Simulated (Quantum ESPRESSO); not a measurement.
# MnO2: parallel and opposed starts, part 2 of 2

Wanted: the moments of MnO2 and the energy of each order that was tried.

Quantum ESPRESSO 7.5; LDA; plane waves with GBRV 1.5 LDA potentials, no spin-orbit coupling.

So far, absolute magnetization (μB): step 2 (run 1 (ferro +)) 3.02.

## (4) Run 3 (antiferro q=(0,1/2,0) +−)

This order needs a doubled cell of 6 atoms.

pw.in

```
&CONTROL
  calculation = 'scf'
  prefix = 'pwscf'
  outdir = './tmp'
  pseudo_dir = './pseudo'
  disk_io = 'nowf'
/
&SYSTEM
  ibrav = 0
  celldm(1) = 8
  nat = 6
  ntyp = 3
  ecutwfc = 40
  ecutrho = 280
  nbnd = 37
  occupations = 'smearing'
  smearing = 'fd'
  degauss = 0.00734986
  nspin = 2
  starting_magnetization(1) = 0.3
  starting_magnetization(2) = -0.3
  starting_magnetization(3) = 0
/
&ELECTRONS
  conv_thr = 1.2d-08
  electron_maxstep = 150
  mixing_beta = 0.3
/
ATOMIC_SPECIES
Mn1    54.9380 mn_lda_v1.5.uspp.F.UPF
Mn2    54.9380 mn_lda_v1.5.uspp.F.UPF
O      15.9990 o_lda_v1.2.uspp.F.UPF
CELL_PARAMETERS alat
   0.6747688018172    0.0000000000000    0.0000000000000
  -0.6747688018172    1.1687338481463    0.0000000000000
   0.0000000000000    0.0000000000000    1.0869170960348
ATOMIC_POSITIONS crystal
Mn1     0.0000000000    0.0000000000    0.5000000000
Mn2     0.0000000000    0.5000000000    0.5000000000
O       0.6666666700    0.1666666650    0.2937074300
O       0.6666666700    0.6666666650    0.2937074300
O       0.3333333300    0.3333333350    0.7062925700
O       0.3333333300    0.8333333350    0.7062925700
K_POINTS automatic
8 4 8 0 0 0
```

Launch:

```console
> OMP_NUM_THREADS=1 mpirun -n 2 pw.x -nk 2 -in pw.in > pw.out
```

The log of the run:

```text
     [... lines left out ...]
Program PWSCF v.7.5 starts
     [... lines left out ...]
     number of atoms/cell      =            6
     [... lines left out ...]
     number of electrons       =        54.00
     number of Kohn-Sham states=           37
     kinetic-energy cutoff     =      40.0000  Ry
     charge density cutoff     =     280.0000  Ry
     scf convergence threshold =      1.2E-08
     [... lines left out ...]
      4 Sym. Ops., with inversion, found
     [... lines left out ...]
     number of k points=    86  Fermi-Dirac smearing, width (Ry)=  0.0073
     [... lines left out ...]
     iteration # 14     ecut=    40.00 Ry     beta= 0.30
     [... lines left out ...]
     Magnetic moment per site  (integrated on atomic sphere of radius R)
     atom   1 (R=0.185)  charge= 11.7461  magn=  2.3553
     atom   2 (R=0.185)  charge= 11.7461  magn= -2.3553
     atom   3 (R=0.185)  charge=  5.2086  magn=  0.0093
     atom   4 (R=0.185)  charge=  5.2086  magn= -0.0093
     atom   5 (R=0.185)  charge=  5.2086  magn= -0.0093
     atom   6 (R=0.185)  charge=  5.2086  magn=  0.0093
     [... lines left out ...]
     the Fermi energy is     7.7621 ev
!    total energy              =    -551.64023087 Ry
     estimated scf accuracy    <          3.1E-09 Ry
     smearing contrib. (-TS)   =      -0.00038428 Ry
     [... lines left out ...]
     total magnetization       =     0.00 Bohr mag/cell
     absolute magnetization    =     5.84 Bohr mag/cell
     convergence has been achieved in  14 iterations
```

Run time: 2.3 min. Hardware: 2 MPI ranks of Arm Neoverse V1, shared host; peak memory 0.47 GiB.

Spin moment in the atom's sphere by atom:

| atom | spin moment in the atom's sphere (μB) |
| --- | --- |
| Mn1 | 2.36 |
| Mn2 | -2.36 |
| O3 | 0.01 |
| O4 | -0.01 |
| O5 | -0.01 |
| O6 | 0.01 |

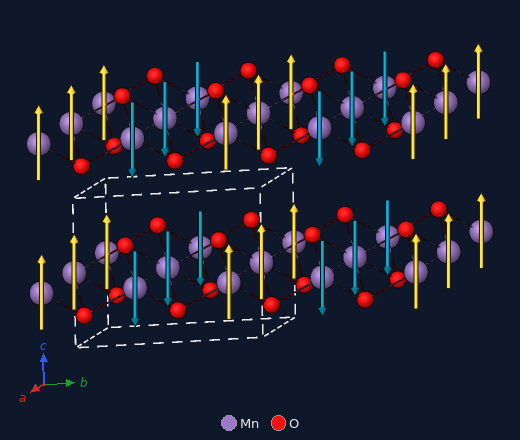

Spin moment in the atom's sphere as arrows, the longest 2.36 μB. Up and down stand for the sign. Arrows give size and sign along the axis of quantisation, drawn up and down the page. The two directions have two colours. 2×2×2 cells are drawn. Some periodic images of atoms are drawn too.

Read from the output:

```yaml
smearing_term_ts: 0.005228 eV
magnetization: 0 μB
absolute_magnetization: 5.841 μB
final_state: antiferromagnetic
```

## (5) Run 4, typed as antiferro q=(0,1/2,1/2) +−

The cell is doubled to 6 atoms to hold this order.

Changes to pw.in since step 4:

```diff
@@ -35,10 +35,10 @@
   -0.6747688018172    1.1687338481463    0.0000000000000
-   0.0000000000000    0.0000000000000    1.0869170960348
+  -0.3373844009086    0.5843669240732    1.0869170960348
 ATOMIC_POSITIONS crystal
-Mn1     0.0000000000    0.0000000000    0.5000000000
-Mn2     0.0000000000    0.5000000000    0.5000000000
-O       0.6666666700    0.1666666650    0.2937074300
-O       0.6666666700    0.6666666650    0.2937074300
-O       0.3333333300    0.3333333350    0.7062925700
-O       0.3333333300    0.8333333350    0.7062925700
+Mn1     0.0000000000    0.7500000000    0.5000000000
+Mn2     0.0000000000    0.2500000000    0.5000000000
+O       0.6666666700    0.0198129500    0.2937074300
+O       0.6666666700    0.5198129500    0.2937074300
+O       0.3333333300    0.9801870500    0.7062925700
+O       0.3333333300    0.4801870500    0.7062925700
 K_POINTS automatic
```

The log of the run:

```text
     [... lines left out ...]
Program PWSCF v.7.5 starts
     [... lines left out ...]
     number of atoms/cell      =            6
     [... lines left out ...]
     number of electrons       =        54.00
     number of Kohn-Sham states=           37
     kinetic-energy cutoff     =      40.0000  Ry
     charge density cutoff     =     280.0000  Ry
     scf convergence threshold =      1.2E-08
     [... lines left out ...]
      4 Sym. Ops., with inversion, found ( 2 have fractional translation)
     [... lines left out ...]
     number of k points=    78  Fermi-Dirac smearing, width (Ry)=  0.0073
     [... lines left out ...]
     iteration # 14     ecut=    40.00 Ry     beta= 0.30
     [... lines left out ...]
     Magnetic moment per site  (integrated on atomic sphere of radius R)
     atom   1 (R=0.185)  charge= 11.7452  magn=  2.3552
     atom   2 (R=0.185)  charge= 11.7452  magn= -2.3552
     atom   3 (R=0.185)  charge=  5.2083  magn=  0.0085
     atom   4 (R=0.185)  charge=  5.2083  magn= -0.0085
     atom   5 (R=0.185)  charge=  5.2083  magn= -0.0085
     atom   6 (R=0.185)  charge=  5.2083  magn=  0.0085
     [... lines left out ...]
     the Fermi energy is     7.7609 ev
!    total energy              =    -551.64028134 Ry
     estimated scf accuracy    <          3.9E-09 Ry
     smearing contrib. (-TS)   =      -0.00037763 Ry
     [... lines left out ...]
     total magnetization       =    -0.00 Bohr mag/cell
     absolute magnetization    =     5.84 Bohr mag/cell
     convergence has been achieved in  14 iterations
```

It took 2.5 min on 2 MPI ranks; peak memory 0.46 GiB.

Numbers from this step:

```
smearing term TS       : 0.005138 eV
magnetization          : 0 μB
absolute magnetization : 5.84 μB
final state            : antiferromagnetic
largest moment         : 2.355 μB
```

## (6) Run 5 (no spin polarisation)

pw.in

```
&CONTROL
  calculation = 'scf'
  prefix = 'pwscf'
  outdir = './tmp'
  pseudo_dir = './pseudo'
  disk_io = 'nowf'
/
&SYSTEM
  ibrav = 0
  celldm(1) = 8
  nat = 3
  ntyp = 2
  ecutwfc = 40
  ecutrho = 280
  nbnd = 21
  occupations = 'smearing'
  smearing = 'fd'
  degauss = 0.00734986
/
&ELECTRONS
  conv_thr = 6d-09
  electron_maxstep = 150
  mixing_beta = 0.3
/
ATOMIC_SPECIES
Mn     54.9380 mn_lda_v1.5.uspp.F.UPF
O      15.9990 o_lda_v1.2.uspp.F.UPF
CELL_PARAMETERS alat
   0.6747688018172    0.0000000000000    0.0000000000000
  -0.3373844009086    0.5843669240732    0.0000000000000
   0.0000000000000    0.0000000000000    1.0869170960348
ATOMIC_POSITIONS crystal
Mn      0.0000000000    0.0000000000    0.5000000000
O       0.6666666700    0.3333333300    0.2937074300
O       0.3333333300    0.6666666700    0.7062925700
K_POINTS automatic
8 8 8 0 0 0
```

The log of the run:

```text
     [... lines left out ...]
Program PWSCF v.7.5 starts
     [... lines left out ...]
     number of atoms/cell      =            3
     [... lines left out ...]
     number of electrons       =        27.00
     number of Kohn-Sham states=           21
     kinetic-energy cutoff     =      40.0000  Ry
     charge density cutoff     =     280.0000  Ry
     scf convergence threshold =      6.0E-09
     [... lines left out ...]
     12 Sym. Ops., with inversion, found
     [... lines left out ...]
     number of k points=    65  Fermi-Dirac smearing, width (Ry)=  0.0073
     [... lines left out ...]
     iteration # 11     ecut=    40.00 Ry     beta= 0.30
     [... lines left out ...]
     the Fermi energy is     7.7685 ev
!    total energy              =    -275.76281956 Ry
     estimated scf accuracy    <          4.3E-09 Ry
     smearing contrib. (-TS)   =      -0.01134502 Ry
     [... lines left out ...]
     convergence has been achieved in  11 iterations
```

Elapsed: 12 s, on 2 MPI ranks; peak memory 0.17 GiB; 24 s of CPU time.

This step gave:

```
smearing term TS : 0.1544 eV
final state      : non-magnetic (no spin polarisation)
```

## (7) The states side by side

An order is kept where moments of 0.15 μB or more survive with the typed signs; meshes match where a doubled cell samples the same k points as the first cell.

Orders:

| start | final state | typed order kept | energy over the lowest (meV a seeded atom) | largest site moment (μB) | net moment (μB a cell of the first run) | mesh matched | CPU time (s) |
| --- | --- | --- | --- | --- | --- | --- | --- |
| ferro + | ferromagnetic | yes | 0.1048 | 2.479 | 2.988 | yes | 54.12 |
| antiferro q=(0,0,1/2) +- | antiferromagnetic | yes | 0 | 2.477 | 0 | yes | 112 |
| antiferro q=(0,1/2,0) +- | antiferromagnetic | yes | 6.051 | 2.355 | 0 | yes | 280.2 |
| antiferro q=(0,1/2,1/2) +- | antiferromagnetic | yes | 5.708 | 2.355 | 0 | yes | 294.6 |
| no spin polarisation | non-magnetic | - | 785.6 | 0 | 0 | yes | 23.5 |

## (8) Results

| Property | Result |
| --- | --- |
| lowest state found | antiferromagnetic (from antiferro q=(0,0,1/2) +-) |
| largest site moment | 2.48 μB |
| next state with moments | ferromagnetic, 0.105 meV a seeded atom higher |
| state without moments | 786 meV a seeded atom higher |

What this shows: The two lowest states lie so close that the mesh, the smearing, the functional or spin–orbit coupling could swap them. Forming the moments gains more than four times the spread of the orders, as local moments do. The smearing terms TS of the orders run from 2.6 to 5.1 meV a seeded atom, so the differences would change at a smaller width: an order with a larger TS is lowered more by the smearing. This is the lowest of 5 collinear or spinless starts, no proof of the ground state. Energies are free energies at an electronic temperature of 1160 K, which lowers moments and differences where the moments are itinerant. No Hubbard term acts here. In such compounds local and semilocal functionals without one often delocalise the d electrons, and can shrink or lose moments and miss the size, sign and order of the couplings.

[Logs and program files are shortened in this print: banners, set-up blocks, solver, clock and traceback lines can be left out without a mark of their own.]

[Logs are printed without paths, hosts, clocks, repeated set-up lines and the standing remarks that a program may print on its own settings, such as how far it seeks lower states.]

[Hosts, paths, dates, database ids (printed as entryN), source tags and the programs' standing remarks are cut or masked in the printed files.]

[Where a cell is said to come from a database of computed structures, the database is the Materials Project.]
